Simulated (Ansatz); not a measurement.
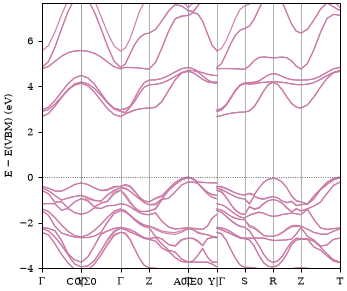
Fig. 1. Band structure from DFT-r²SCAN with spin–orbit coupling in the program Ansatz with PAW potentials

### Question
Read off the gap and where the band edges lie.

### Answer
About 2.7 eV (2.66 eV by a search for the band edges); maximum at T, minimum at Γ.

The material is BaTiO₃ in space group Amm2 (No. 38; Ba on 2a, Ti on 2b, O on 4e, O on 2a).

This is a known low-temperature phase of the composition, computed here at zero pressure and temperature. Symmetry was held in the r²SCAN relaxation. At this level the phase is dynamically unstable (imaginary phonons). The run is not spin-polarised.

Potentials: the earlier of the program's two PAW sets.
